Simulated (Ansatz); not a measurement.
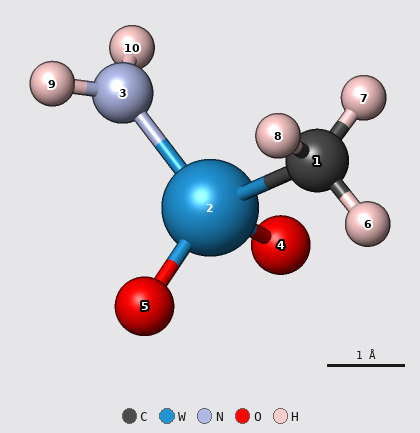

The structure (ball-and-stick view, seen at a tilt; atoms are numbered from 1 in the order of the input). Sticks mark near contacts. Bond lengths as drawn: C–H 1.09 Å, C–W 2.12 Å, H–N 1.01 Å, N–W 1.94 Å and O–W 1.71 Å.

## Run report: CH$_{5}$NO$_{2}$W, single-point calculation

The run: single-point calculation of CH$_{5}$NO$_{2}$W. Method and program: RKS PBE0-D4/def2-TZVPP (Ansatz 0.2.0).

The geometry comes from this level: PBE0-D4/def2-TZVP.

What the program printed:
```
Functional definition: PBE0
  name "PBE0"
  cite "Adamo & Barone, J. Chem. Phys. 110, 6158 (1999) doi:10.1063/1.478522"
  cite "Perdew, Burke & Ernzerhof, Phys. Rev. Lett. 77, 3865 (1996) doi:10.1103/PhysRevLett.77.3865"
  parent pbe
  parameter a = 0.25
  parameter kappa = 0.804
  parameter beta = 0.06672455060314922
  exchange = (1 - a)*pbe_x(kappa = kappa, mu = beta*pi^2/3) + a*exact_x
  correlation = pbe_c(beta = beta)
1332 factors; their error is unknown
mean field evaluation 1: about -8505.5406 eV, gradient 1.1e2 eV
mean field evaluation 2: about -8373.9319 eV, gradient 2.9e2 eV
mean field evaluation 4: about -8526.7855 eV, gradient 2.4e1 eV
mean field evaluation 8: about -8527.8374 eV, gradient 1.4e-1 eV
mean field evaluation 16: about -8527.8548 eV, gradient 2.3e-4 eV
mean field -8527.85475435 eV, -313.3928818348 hartree, gradient 6.7e-5 eV, S^2 0.000000; 0 other end points of the search recorded, 0 dependent functions left out
reference -8527.85478654 eV, -313.3928830177 hartree; 24, 24 occupied and 226, 226 virtual orbitals, 1332 factors
Total energy: -8528.04123405 eV, -313.3997348375 hartree
```

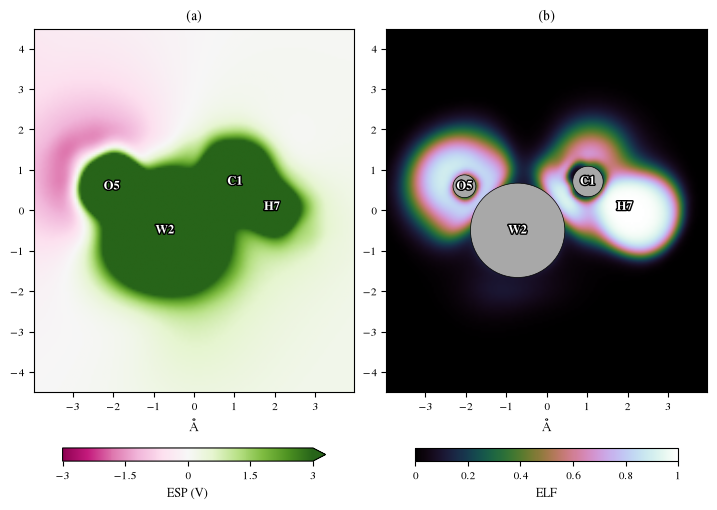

(a) electrostatic potential; (b) electron localisation function on the plane of atoms C1, W2 and O5. Grey discs, where drawn, cover atomic cores. The section cuts through C, W, O and H sites. W–O (1.71 Å): the ELF peaks at about 0.80 in the valence shell of O, 0.5 Å from its nucleus, and drops to about 0.35 between the two atoms. C–W (2.12 Å): the ELF peaks at about 0.90 in the valence shell of C, 0.7 Å from its nucleus, and is about 0.55 at the midpoint.

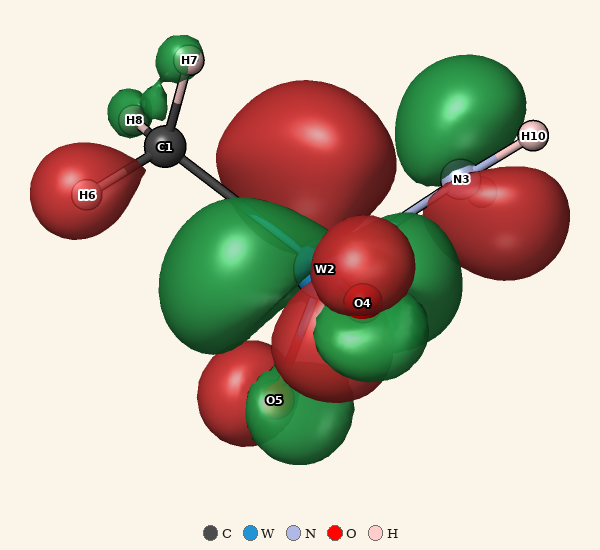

The LUMO at ±0.1 Å⁻³ᐟ² (green and red are the two phases), seen at an oblique angle. It lies mainly on W2 (60 %) and N3 (15 %). Its energy is −1.54 eV.

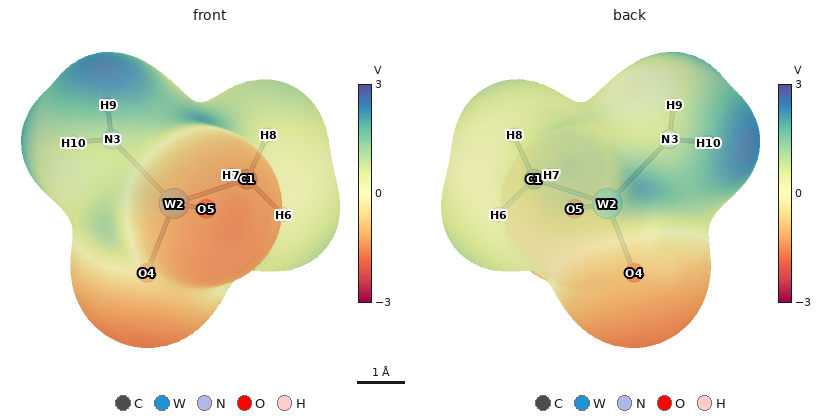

The molecular electrostatic potential painted on the density surface at 0.002 e/bohr³, seen at a tilt and from behind; red is negative and blue positive.

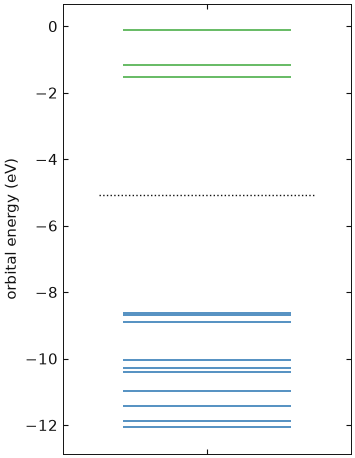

Orbital energies near the frontier; the dotted line parts filled from empty levels, and levels within 0.02 eV of each other stand side by side. Highest filled −8.64 eV, lowest empty −1.54 eV, 7.10 eV apart.

This output came from the following input.

Input file:
```yaml
crystal:
  periodic: [false, false, false]
  atoms:
    - {symbol: C, position_ang: [-1.528088, -0.299338, 0.173213]}
    - {symbol: W, position_ang: [0.304991, 0.452328, -0.572753]}
    - {symbol: N, position_ang: [1.732733, -0.210894, 0.557535]}
    - {symbol: O, position_ang: [0.424906, -0.133687, -2.172627]}
    - {symbol: O, position_ang: [0.166223, 2.153297, -0.503357]}
    - {symbol: H, position_ang: [-2.354411, 0.061837, -0.444349]}
    - {symbol: H, position_ang: [-1.528527, -1.392227, 0.150230]}
    - {symbol: H, position_ang: [-1.687883, 0.038960, 1.200337]}
    - {symbol: H, position_ang: [2.159378, 0.333823, 1.293574]}
    - {symbol: H, position_ang: [2.310679, -1.004109, 0.318207]}
basis:
  gaussian: {orbitals: def2-TZVPP}
hamiltonian: {xc: pbe0, dispersion: d4}
output: {orbitals: {seedname: orbitals}}
```

Run as:
```bash
ansatz run in.yaml --threads 4 --pin off --events-out ev --progress --plain --max-ram 10444MiB
```

Summary:

| quantity | value |
| --- | --- |
| outcome | converged |
| total energy | −8528.0412 eV |
| mean-field energy | −8527.8548 eV |
| dispersion energy | −0.1864 eV |
| SCF solution under orbital rotations | stable |
| HOMO | −8.64 eV |
| LUMO | −1.54 eV |
| hardware | 4 threads of Arm Neoverse V2, 23 GiB of memory available, shared host |
| wall time | 2.7 s (CPU time 9.4 s) |
| peak memory | 0.57 GiB |
